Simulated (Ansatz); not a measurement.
```yaml
atoms:
  - { symbol: Zn, position_ang: [-0.0408, 0.0000, 0.0833] }
  - { symbol: Cl, position_ang: [0.3379, 0.0000, 2.2166] }
  - { symbol: Cl, position_ang: [0.2693, 0.0000, -1.9988] }
  - { symbol: F, position_ang: [-2.1187, 0.0000, 0.7849] }
  - { symbol: H, position_ang: [-1.7626, 0.0000, 1.6636] }
```

Level of theory: RKS PBE0-D4/def2-SVP in Ansatz.

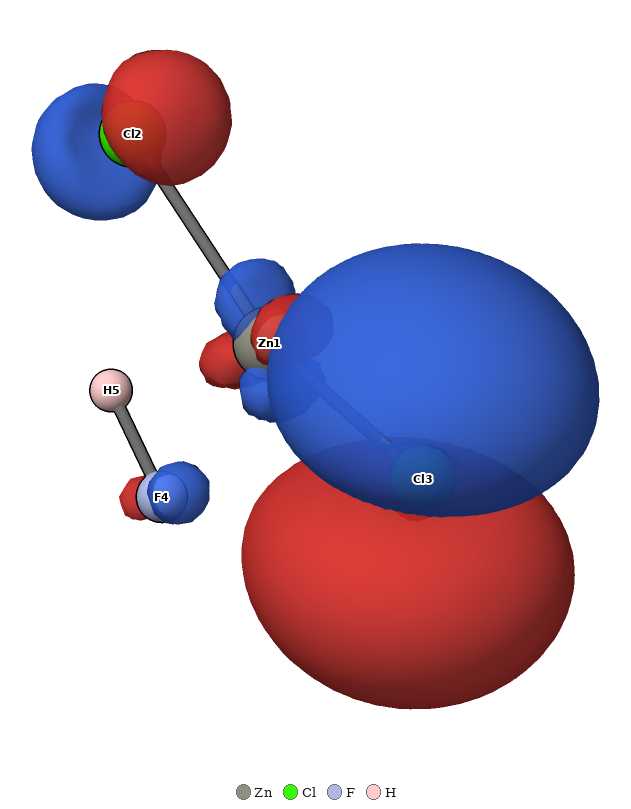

Cl$_{2}$Zn···HF. The HOMO at ±0.1 Å⁻³ᐟ² (red and blue are the two phases), seen at an oblique angle.

Describe this orbital and give its energy.

It lies mainly on Cl3 (about 90 %) and Zn1 (about 5 %); it is symmetric in the molecular plane (an in-plane orbital: σ, lone-pair or in-plane π type); largely a lone pair of Cl3. Its energy is −8.60 eV.
